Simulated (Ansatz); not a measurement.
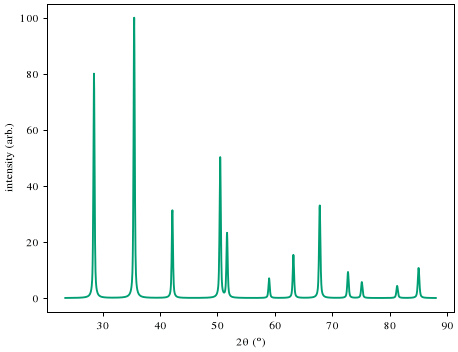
Simulated powder pattern, Cu Kα, λ = 1.54184 Å

The pattern belongs to a structure relaxed with plane-wave PAW PBE (Ansatz code).

### Question
Pick the material that matches.
(A) C, P6_3/mmc (C on 4e, C on 4f)
(B) WC, P-6m2 (W on 1a, C on 1f)
(C) TiC, P6_3/mmc (Ti on 2c, C on 2d)
(D) ZrB2, P6_3/mmc (Zr on 2c, B on 4f)

### Answer
C, TiC, P6_3/mmc (Ti on 2c, C on 2d)

The start of the workflow was typed in or built on a structure type; neither database checked (COD, Materials Project) lists it. It is not the phase usual at ambient conditions (space group No. 225). Symmetry was held in the PBE relaxation; whether a distortion lowers the energy is not shown. No spin polarisation was allowed. The volume moved by -15 % from the start of the relaxation.

Potentials: the earlier of the program's two PAW sets.
